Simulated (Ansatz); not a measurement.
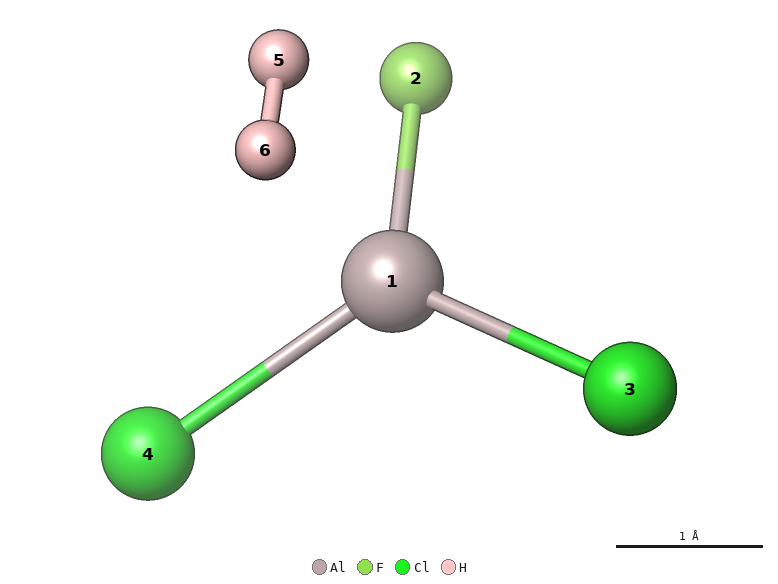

Orthographic view. Atoms fade into the background with distance from the viewer. The computed structure is the end point of a PBE0-D4/def2-TZVP optimisation.

List all interatomic distances (Å) as a matrix.

| atom | Al1 | F2 | Cl3 | Cl4 | H5 | H6 |
| --- | --- | --- | --- | --- | --- | --- |
| Al1 | 0.00 |  |  |  |  |  |
| F2 | 1.64 | 0.00 |  |  |  |  |
| Cl3 | 2.07 | 3.21 | 0.00 |  |  |  |
| Cl4 | 2.07 | 3.21 | 3.60 | 0.00 |  |  |
| H5 | 2.21 | 2.45 | 3.32 | 3.32 | 0.00 |  |
| H6 | 2.22 | 2.92 | 3.09 | 3.09 | 0.76 | 0.00 |
